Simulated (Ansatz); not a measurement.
# SnH4O + SiH4: a complex and its separated parts

The complex below is one end of an elementary step. How strongly is it bound against its free parts?

The runs use Ansatz 0.2.0, Gaussian basis; PBE0-D4/def2-TZVP structures, single points in def2-TZVPP, no counterpoise correction.

Levels: SPW92, PBE-D4, BLYP-D4, r2SCAN-D4, B97M-V, PBE0-D4, B3LYP-D4, r2SCAN0-D4, BHLYP-D4, CAM-B3LYP-D4, wB97X-V, wB97M-V, B2PLYP, PBE-QIDH, RPA on PBE, Hartree-Fock, MP2, CCSD, CCSD(T).

Correlated methods freeze the cores. Filled d shells of the heavier atoms are correlated. Core potentials replace the inner electrons past krypton, and spin-orbit coupling is left out. B3LYP uses VWN-RPA correlation. B2PLYP carries no dispersion term here.

88 further runs of the same task are left out: 88 set aside as unsound or not needed. Runs told in other sessions of the task aren't counted.

## 1. Where the work starts

The complex: 11 atoms, charge 0, spin multiplicity 1.

Atoms are counted from 1 here; the program's logs count them from 0.

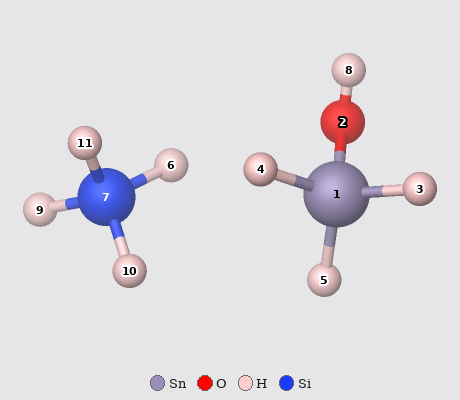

The starting geometry (tin purple, oxygen red, hydrogen pink, silicon blue); atoms are numbered from 1 in the order of the file.

As a file:

```xyz
11

Sn   -0.64658   -1.69486   -0.59897
O     1.29497   -1.96304   -0.40532
H    -1.39678   -3.22903   -0.67305
H    -1.21038   -0.81083    0.75259
H    -0.77589   -0.82379   -2.05050
H     1.16079    1.09589    0.11275
Si    0.24269    2.19110    0.51636
H     1.53404   -2.43483    0.39512
H     0.92732    3.50052    0.36810
H    -0.96487    2.16626   -0.34889
H    -0.16530    2.00270    1.93171
```

Its parts: SnH4O holds atoms 1, 2, 3, 4, 5, 8; SiH4 holds atoms 6, 7, 9, 10, 11. Each part counts its atoms afresh in its own runs.

## 2. Relaxing SnH4O alone

Input file relax-a/in.yaml:

```yaml
crystal:
  periodic: [false, false, false]
  atoms:
    - {symbol: Sn, position_ang: [-0.646580, -1.694862, -0.598968]}
    - {symbol: O, position_ang: [1.294973, -1.963037, -0.405324]}
    - {symbol: H, position_ang: [-1.396782, -3.229032, -0.673053]}
    - {symbol: H, position_ang: [-1.210381, -0.810835, 0.752586]}
    - {symbol: H, position_ang: [-0.775890, -0.823786, -2.050499]}
    - {symbol: H, position_ang: [1.534043, -2.434829, 0.395119]}
basis:
  gaussian: {orbitals: def2-TZVP}
hamiltonian: {xc: pbe0, dispersion: d4}
relax: {f_tol: 0.005, max_steps: 200}
```

Launch:

```sh
> ansatz run in.yaml --threads 4 --pin off --events-out ev --progress --plain --max-ram 9574MiB
```

Output, shortened:

```text
Functional definition: PBE0
  name "PBE0"
  cite "Adamo & Barone, J. Chem. Phys. 110, 6158 (1999) doi:10.1063/1.478522"
  cite "Perdew, Burke & Ernzerhof, Phys. Rev. Lett. 77, 3865 (1996) doi:10.1103/PhysRevLett.77.3865"
  parent pbe
[...]
788 factors; their error is unknown
[...]
mean field -7942.16933690 eV, -291.8693397352 hartree, gradient 7.5e-5 eV, S^2 0.000000; 0 other end points of the search recorded, 0 dependent functions left out
[...]
reference -7942.16937094 eV, -291.8693409865 hartree; 17, 17 occupied and 88, 88 virtual orbitals, 788 factors
[...]
reference -7942.16942424 eV, -291.8693429449 hartree; 17, 17 occupied and 88, 88 virtual orbitals, 788 factors
Total energy: -7942.23273292 eV, -291.8716694961 hartree
Atom 0 at    -0.647100    -1.694997    -0.597039 Å, force    -0.000145    -0.000194    -0.001047 eV/Å
Atom 1 at     1.295099    -1.960276    -0.404200 Å, force     0.000051    -0.000037     0.000785 eV/Å
Atom 2 at    -1.398677    -3.228186    -0.675073 Å, force     0.000343     0.000132     0.000087 eV/Å
Atom 3 at    -1.209728    -0.810783     0.753177 Å, force    -0.000461     0.000637     0.000573 eV/Å
Atom 4 at    -0.775103    -0.826577    -2.050890 Å, force     0.000187    -0.000390     0.000500 eV/Å
Atom 5 at     1.534891    -2.435561     0.393886 Å, force     0.000024    -0.000148    -0.000899 eV/Å
Dipole moment:    -0.281956    -0.091591     0.199930 e Å
```

Run time: 5.5 s. Hardware: 4 threads of Arm Neoverse N1, shared host.

Step by step:

```tsv
step	energy from step 1 (eV)	largest force component (eV/Å)
1	0.0000	0.0292
2	0.0000	0.0151
3	-0.0001	0.0010
```

Close pairs (by a distance rule), those that changed most:

```tsv
bond	before (Å)	after (Å)	change (Å)
Sn1–H4	1.711	1.709	-0.001
Sn1–H5	1.698	1.698	+0.001
Sn1–O2	1.970	1.970	+0.000
Sn1–H3	1.709	1.709	-0.000
O2–H6	0.959	0.959	-0.000
```

## 3. Relaxing SiH4 alone

Input file relax-b/in.yaml:

```yaml
crystal:
  periodic: [false, false, false]
  atoms:
    - {symbol: H, position_ang: [1.160790, 1.095892, 0.112755]}
    - {symbol: Si, position_ang: [0.242687, 2.191105, 0.516360]}
    - {symbol: H, position_ang: [0.927316, 3.500523, 0.368101]}
    - {symbol: H, position_ang: [-0.964874, 2.166262, -0.348890]}
    - {symbol: H, position_ang: [-0.165304, 2.002697, 1.931713]}
basis:
  gaussian: {orbitals: def2-TZVP}
hamiltonian: {xc: pbe0, dispersion: d4}
relax: {f_tol: 0.005, max_steps: 200}
```

Launch:

```sh
> ansatz run in.yaml --threads 4 --pin off --events-out ev --progress --plain --max-ram 9574MiB
```

Output, shortened:

```text
[... 5 set-up lines as earlier in the session ...]
[...]
444 factors; their error is unknown
[...]
mean field -7939.08530891 eV, -291.7560037973 hartree, gradient 7.4e-5 eV, S^2 0.000000; 0 other end points of the search recorded, 0 dependent functions left out
[...]
Atom 1 at     0.240115     2.191296     0.516005 Å, force     0.000182    -0.000003     0.000100 eV/Å
Atom 2 at     0.928639     3.498283     0.368073 Å, force     0.000768     0.001555    -0.000172 eV/Å
Atom 3 at    -0.965475     2.166219    -0.350061 Å, force    -0.001499    -0.000035    -0.001080 eV/Å
Atom 4 at    -0.163788     2.002202     1.932081 Å, force    -0.000495    -0.000210     0.001645 eV/Å
Dipole moment:    -0.000009     0.000000    -0.000003 e Å
```

It took 1.4 s on 4 threads of Arm Neoverse N1, shared host.

Step by step:

```tsv
step	energy from step 1 (eV)	largest force component (eV/Å)
1	0.0000	0.0398
2	-0.0001	0.0053
3	-0.0001	0.0016
```

Distances of close pairs at the start and the end, largest changes first:

```tsv
bond	before (Å)	after (Å)	change (Å)
Si2–H4	1.486	1.485	-0.001
H1–Si2	1.485	1.485	-0.000
Si2–H3	1.485	1.485	-0.000
Si2–H5	1.485	1.485	-0.000
```

## 4. SPW92/def2-TZVPP

Input file parta/in.yaml:

```yaml
crystal:
  periodic: [false, false, false]
  atoms:
    - {symbol: Sn, position_ang: [-0.647100, -1.694997, -0.597039]}
    - {symbol: O, position_ang: [1.295099, -1.960276, -0.404200]}
    - {symbol: H, position_ang: [-1.398677, -3.228186, -0.675073]}
    - {symbol: H, position_ang: [-1.209728, -0.810783, 0.753177]}
    - {symbol: H, position_ang: [-0.775103, -0.826577, -2.050890]}
    - {symbol: H, position_ang: [1.534891, -2.435561, 0.393886]}
basis:
  gaussian: {orbitals: def2-TZVPP}
hamiltonian: {xc: lda}
```

Input file partb/in.yaml:

```yaml
crystal:
  periodic: [false, false, false]
  atoms:
    - {symbol: H, position_ang: [1.161124, 1.098478, 0.113941]}
    - {symbol: Si, position_ang: [0.240115, 2.191296, 0.516005]}
    - {symbol: H, position_ang: [0.928639, 3.498283, 0.368073]}
    - {symbol: H, position_ang: [-0.965475, 2.166219, -0.350061]}
    - {symbol: H, position_ang: [-0.163788, 2.002202, 1.932081]}
basis:
  gaussian: {orbitals: def2-TZVPP}
hamiltonian: {xc: lda}
```

Each run has its own folder and the same command.

Launch:

```sh
> ansatz run in.yaml --threads 4 --pin off --events-out ev --progress --plain --max-ram 9574MiB
```

Log of parta, shortened:

```text
Functional definition: SPW92
  name "SPW92"
  cite "Dirac, Proc. Camb. Phil. Soc. 26, 376 (1930) doi:10.1017/S0305004100016108"
  cite "Slater, Phys. Rev. 81, 385 (1951) doi:10.1103/PhysRev.81.385"
  cite "Perdew & Wang, Phys. Rev. B 45, 13244 (1992) doi:10.1103/PhysRevB.45.13244"
[...]
775 factors; their error is unknown
[...]
mean field -7919.46566885 eV, -291.0349953234 hartree, gradient 3.4e-5 eV, S^2 0.000000; 0 other end points of the search recorded, 0 dependent functions left out
reference -7919.46571312 eV, -291.0349969504 hartree; 17, 17 occupied and 120, 120 virtual orbitals, 775 factors
Total energy: -7919.46571312 eV, -291.0349969504 hartree
```

Log of partb, shortened:

```text
[... 5 set-up lines as earlier in the session ...]
[...]
524 factors; their error is unknown
[...]
mean field -7909.52598714 eV, -290.6697187581 hartree, gradient 1.3e-5 eV, S^2 0.000000; 0 other end points of the search recorded, 0 dependent functions left out
reference -7909.52601923 eV, -290.6697199373 hartree; 9, 9 occupied and 89, 89 virtual orbitals, 524 factors
Total energy: -7909.52601923 eV, -290.6697199373 hartree
```

They took 0.65 s (parta), 0.3 s (partb) on 4 threads of Arm Neoverse N1, shared host.

## 5. PBE-D4/def2-TZVPP

Each input of step 4 (parta, partb) changes in the same lines:

```diff
-hamiltonian: {xc: lda}
+hamiltonian: {xc: pbe, dispersion: d4}
```

Each run has its own folder and the same command.

Launch:

```sh
> ansatz run in.yaml --threads 4 --pin off --events-out ev --progress --plain --max-ram 9574MiB
```

Output in parta, shortened:

```text
Functional definition: PBE
  name "PBE"
[... 2 set-up lines as earlier in the session ...]
[...]
775 factors; their error is unknown
[...]
mean field -7941.89144585 eV, -291.8591274275 hartree, gradient 3.5e-5 eV, S^2 0.000000; 0 other end points of the search recorded, 0 dependent functions left out
reference -7941.89149347 eV, -291.8591291776 hartree; 17, 17 occupied and 120, 120 virtual orbitals, 775 factors
Total energy: -7941.96744210 eV, -291.8619202384 hartree
```

partb printed, shortened:

```text
[... 4 set-up lines as earlier in the session ...]
[...]
524 factors; their error is unknown
[...]
mean field -7938.15285051 eV, -291.7217365830 hartree, gradient 1.8e-5 eV, S^2 0.000000; 0 other end points of the search recorded, 0 dependent functions left out
reference -7938.15288481 eV, -291.7217378435 hartree; 9, 9 occupied and 89, 89 virtual orbitals, 524 factors
Total energy: -7938.19522566 eV, -291.7232938412 hartree
```

They took 1.1 s (parta), 0.45 s (partb) on 4 threads of Arm Neoverse N1, shared host.

## 6. BLYP-D4/def2-TZVPP

Each input of step 5 (parta, partb) changes in the same lines:

```diff
-hamiltonian: {xc: pbe, dispersion: d4}
+hamiltonian: {xc: {name: BLYP}, dispersion: d4}
```

Each run has its own folder and the same command.

Launch:

```sh
> ansatz run in.yaml --threads 4 --pin off --events-out ev --progress --plain --max-ram 9574MiB
```

Log of parta, shortened:

```text
Functional definition: BLYP
  name "BLYP"
  cite "Becke, Phys. Rev. A 38, 3098 (1988) doi:10.1103/PhysRevA.38.3098"
  cite "Lee, Yang & Parr, Phys. Rev. B 37, 785 (1988) doi:10.1103/PhysRevB.37.785"
[...]
775 factors; their error is unknown
[...]
mean field -7942.40747676 eV, -291.8780912137 hartree, gradient 3.9e-5 eV, S^2 0.000000; 0 other end points of the search recorded, 0 dependent functions left out
reference -7942.40782145 eV, -291.8781038808 hartree; 17, 17 occupied and 120, 120 virtual orbitals, 775 factors
Total energy: -7942.57591489 eV, -291.8842812009 hartree
```

Log of partb, shortened:

```text
[... 4 set-up lines as earlier in the session ...]
[...]
524 factors; their error is unknown
[...]
mean field -7942.32371680 eV, -291.8750130919 hartree, gradient 1.6e-5 eV, S^2 0.000000; 0 other end points of the search recorded, 0 dependent functions left out
reference -7942.32399828 eV, -291.8750234363 hartree; 9, 9 occupied and 89, 89 virtual orbitals, 524 factors
Total energy: -7942.42241352 eV, -291.8786401295 hartree
```

Times: 1 s (parta), 0.45 s (partb) on 4 threads of Arm Neoverse N1, shared host.

## 7. r2SCAN-D4/def2-TZVPP

Each input of step 6 (parta, partb) changes in the same lines:

```diff
-hamiltonian: {xc: {name: BLYP}, dispersion: d4}
+hamiltonian: {xc: r2scan, dispersion: d4}
```

The same command starts each run, in its folder.

Launch:

```sh
> ansatz run in.yaml --threads 4 --pin off --events-out ev --progress --plain --max-ram 9574MiB
```

Output in parta, shortened:

```text
Functional definition: r2SCAN
  name "r2SCAN"
  cite "Furness, Kaplan, Ning, Perdew & Sun, J. Phys. Chem. Lett. 11, 8208 (2020) doi:10.1021/acs.jpclett.0c02405"
  cite "Furness, Kaplan, Ning, Perdew & Sun, J. Phys. Chem. Lett. 11, 9248 (2020) doi:10.1021/acs.jpclett.0c03077"
  parent r2scan
[...]
775 factors; their error is unknown
[...]
mean field -7945.52740619 eV, -291.9927465056 hartree, gradient 2.8e-5 eV, S^2 0.000000; 0 other end points of the search recorded, 0 dependent functions left out
reference -7945.52742028 eV, -291.9927470233 hartree; 17, 17 occupied and 120, 120 virtual orbitals, 775 factors
Total energy: -7945.54437808 eV, -291.9933702112 hartree
```

Output in partb, shortened:

```text
[... 5 set-up lines as earlier in the session ...]
[...]
524 factors; their error is unknown
[...]
mean field -7941.75743366 eV, -291.8542025704 hartree, gradient 1.3e-5 eV, S^2 0.000000; 0 other end points of the search recorded, 0 dependent functions left out
reference -7941.75744426 eV, -291.8542029599 hartree; 9, 9 occupied and 89, 89 virtual orbitals, 524 factors
Total energy: -7941.76701353 eV, -291.8545546244 hartree
```

Times: 2.1 s (parta), 1.1 s (partb) on 4 threads of Arm Neoverse N1, shared host.

## 8. B97M-V/def2-TZVPP

The same edit goes into each in.yaml of step 7 (parta, partb):

```diff
-hamiltonian: {xc: r2scan, dispersion: d4}
+hamiltonian: {xc: {name: B97M-V}}
```

One command serves all of them, each in its own folder.

Launch:

```sh
> ansatz run in.yaml --threads 4 --pin off --events-out ev --progress --plain --max-ram 9574MiB
```

Output in parta, shortened:

```text
Functional definition: B97M-V
  name "B97M-V"
  cite "Mardirossian & Head-Gordon, J. Chem. Phys. 142, 074111 (2015) doi:10.1063/1.4907719"
  cite "Becke, J. Chem. Phys. 107, 8554 (1997) doi:10.1063/1.475007"
  cite "Vydrov & Van Voorhis, J. Chem. Phys. 133, 244103 (2010) doi:10.1063/1.3521275"
  # Of w^i u^j: cxij and so on, Table III.
[...]
  gx(w, u) = cx00 + cx01*u + cx02*u^2 + (cx10 + cx11*u)*w
[...]
  gos(w, u) = cos00 + cos01*u + cos03*u^3 + cos10*w + cos32*w^3*u^2
[...]
      + integral(e_c_pw_mod_opposite_spin*gos(b97_w_opposite, b97_u_opposite)) + vv10(b, c)
775 factors; their error is unknown
[...]
mean field -7943.95516030 eV, -291.9349675349 hartree, gradient 5.5e-5 eV, S^2 0.000000; 0 other end points of the search recorded, 0 dependent functions left out
reference -7943.95522836 eV, -291.9349700361 hartree; 17, 17 occupied and 120, 120 virtual orbitals, 775 factors
Total energy: -7943.95522836 eV, -291.9349700361 hartree
```

Log of partb, shortened:

```text
[... 5 set-up lines as earlier in the session ...]
  # Of w^i u^j: cxij and so on, Table III.
[...]
  gx(w, u) = cx00 + cx01*u + cx02*u^2 + (cx10 + cx11*u)*w
[...]
  gos(w, u) = cos00 + cos01*u + cos03*u^3 + cos10*w + cos32*w^3*u^2
[...]
      + integral(e_c_pw_mod_opposite_spin*gos(b97_w_opposite, b97_u_opposite)) + vv10(b, c)
524 factors; their error is unknown
[...]
mean field -7940.58583912 eV, -291.8111472652 hartree, gradient 3.8e-5 eV, S^2 0.000000; 0 other end points of the search recorded, 0 dependent functions left out
reference -7940.58589155 eV, -291.8111491920 hartree; 9, 9 occupied and 89, 89 virtual orbitals, 524 factors
Total energy: -7940.58589155 eV, -291.8111491920 hartree
```

Times: 3.6 s (parta), 1.7 s (partb) on 4 threads of Arm Neoverse N1, shared host.

## 9. PBE0-D4/def2-TZVPP

Each input of step 8 (parta, partb) changes in the same lines:

```diff
-hamiltonian: {xc: {name: B97M-V}}
+hamiltonian: {xc: pbe0, dispersion: d4}
+output: {orbitals: {seedname: orbitals}}
```

Each run has its own folder and the same command.

Launch:

```sh
> ansatz run in.yaml --threads 4 --pin off --events-out ev --progress --plain --max-ram 9574MiB
```

Output in parta, shortened:

```text
[... 5 set-up lines as earlier in the session ...]
[...]
848 factors; their error is unknown
[...]
mean field -7942.23190492 eV, -291.8716390676 hartree, gradient 2.2e-5 eV, S^2 0.000000; 0 other end points of the search recorded, 0 dependent functions left out
reference -7942.23193808 eV, -291.8716402864 hartree; 17, 17 occupied and 120, 120 virtual orbitals, 848 factors
Total energy: -7942.29524677 eV, -291.8739668377 hartree
```

Output in partb, shortened:

```text
[... 5 set-up lines as earlier in the session ...]
[...]
527 factors; their error is unknown
[...]
mean field -7939.10185391 eV, -291.7566118147 hartree, gradient 5.6e-5 eV, S^2 0.000000; 0 other end points of the search recorded, 0 dependent functions left out
reference -7939.10187980 eV, -291.7566127663 hartree; 9, 9 occupied and 89, 89 virtual orbitals, 527 factors
Total energy: -7939.13646108 eV, -291.7578836047 hartree
```

Wall times: 1.2 s (parta), 0.45 s (partb) on 4 threads of Arm Neoverse N1, shared host.

## 10. B3LYP-D4/def2-TZVPP

The same edit goes into each in.yaml of step 9 (parta, partb):

```diff
-hamiltonian: {xc: pbe0, dispersion: d4}
-output: {orbitals: {seedname: orbitals}}
+hamiltonian: {xc: {name: B3LYP}, dispersion: d4}
```

Each run has its own folder and the same command.

Launch:

```sh
> ansatz run in.yaml --threads 4 --pin off --events-out ev --progress --plain --max-ram 9574MiB
```

Log of parta, shortened:

```text
Functional definition: B3LYP
  name "B3LYP"
  cite "Stephens, Devlin, Chabalowski & Frisch, J. Phys. Chem. 98, 11623 (1994) doi:10.1021/j100096a001"
[... 2 set-up lines as earlier in the session ...]
  cite "Vosko, Wilk & Nusair, Can. J. Phys. 58, 1200 (1980) doi:10.1139/p80-159"
[...]
819 factors; their error is unknown
[...]
mean field -7946.57805323 eV, -292.0313570721 hartree, gradient 6.5e-5 eV, S^2 0.000000; 0 other end points of the search recorded, 0 dependent functions left out
reference -7946.57830497 eV, -292.0313663235 hartree; 17, 17 occupied and 120, 120 virtual orbitals, 819 factors
Total energy: -7946.70225344 eV, -292.0359213456 hartree
```

partb printed, shortened:

```text
[... 6 set-up lines as earlier in the session ...]
[...]
527 factors; their error is unknown
[...]
mean field -7943.47012460 eV, -291.9171428017 hartree, gradient 4.1e-5 eV, S^2 0.000000; 0 other end points of the search recorded, 0 dependent functions left out
reference -7943.47033526 eV, -291.9171505432 hartree; 9, 9 occupied and 89, 89 virtual orbitals, 527 factors
Total energy: -7943.53900085 eV, -291.9196739571 hartree
```

They took 1.2 s (parta), 0.45 s (partb) on 4 threads of Arm Neoverse N1, shared host.

## 11. r2SCAN0-D4/def2-TZVPP

The same edit goes into each in.yaml of step 10 (parta, partb):

```diff
-hamiltonian: {xc: {name: B3LYP}, dispersion: d4}
+hamiltonian: {xc: {name: r2SCAN0}, dispersion: d4}
```

One command serves all of them, each in its own folder.

Launch:

```sh
> ansatz run in.yaml --threads 4 --pin off --events-out ev --progress --plain --max-ram 9574MiB
```

Output in parta, shortened:

```text
Functional definition: r2SCAN0
  name "r2SCAN0"
  cite "Bursch, Neugebauer, Ehlert & Grimme, J. Chem. Phys. 156, 134105 (2022) doi:10.1063/5.0086040"
[... 3 set-up lines as earlier in the session ...]
[...]
848 factors; their error is unknown
[...]
mean field -7944.42153208 eV, -291.9521063817 hartree, gradient 2.7e-5 eV, S^2 0.000000; 0 other end points of the search recorded, 0 dependent functions left out
reference -7944.42154291 eV, -291.9521067797 hartree; 17, 17 occupied and 120, 120 virtual orbitals, 848 factors
Total energy: -7944.44178422 eV, -291.9528506339 hartree
```

Output in partb, shortened:

```text
[... 6 set-up lines as earlier in the session ...]
[...]
527 factors; their error is unknown
[...]
mean field -7941.68712095 eV, -291.8516186260 hartree, gradient 3.8e-6 eV, S^2 0.000000; 0 other end points of the search recorded, 0 dependent functions left out
reference -7941.68712941 eV, -291.8516189368 hartree; 9, 9 occupied and 89, 89 virtual orbitals, 527 factors
Total energy: -7941.69819295 eV, -291.8520255144 hartree
```

Times: 2.4 s (parta), 1.1 s (partb) on 4 threads of Arm Neoverse N1, shared host.

## 12. BHLYP-D4/def2-TZVPP

Each input of step 11 (parta, partb) changes in the same lines:

```diff
-hamiltonian: {xc: {name: r2SCAN0}, dispersion: d4}
+hamiltonian: {xc: {name: BHLYP}, dispersion: d4}
```

The same command starts each run, in its folder.

Launch:

```sh
> ansatz run in.yaml --threads 4 --pin off --events-out ev --progress --plain --max-ram 9574MiB
```

Log of parta, shortened:

```text
Functional definition: BHLYP
  name "BHLYP"
  cite "Becke, J. Chem. Phys. 98, 1372 (1993) doi:10.1063/1.464304"
[... 2 set-up lines as earlier in the session ...]
[...]
897 factors; their error is unknown
[...]
mean field -7941.38592048 eV, -291.8405497129 hartree, gradient 1.7e-5 eV, S^2 0.000000; 0 other end points of the search recorded, 0 dependent functions left out
reference -7941.38608387 eV, -291.8405557175 hartree; 17, 17 occupied and 120, 120 virtual orbitals, 897 factors
Total energy: -7941.48502889 eV, -291.8441918796 hartree
```

partb printed, shortened:

```text
[... 5 set-up lines as earlier in the session ...]
[...]
546 factors; their error is unknown
[...]
mean field -7942.64009663 eV, -291.8866398362 hartree, gradient 4.8e-6 eV, S^2 0.000000; 0 other end points of the search recorded, 0 dependent functions left out
reference -7942.64023923 eV, -291.8866450768 hartree; 9, 9 occupied and 89, 89 virtual orbitals, 546 factors
Total energy: -7942.68782223 eV, -291.8883937198 hartree
```

Times: 1.4 s (parta), 0.5 s (partb) on 4 threads of Arm Neoverse N1, shared host.

[end of part 1 of 2]
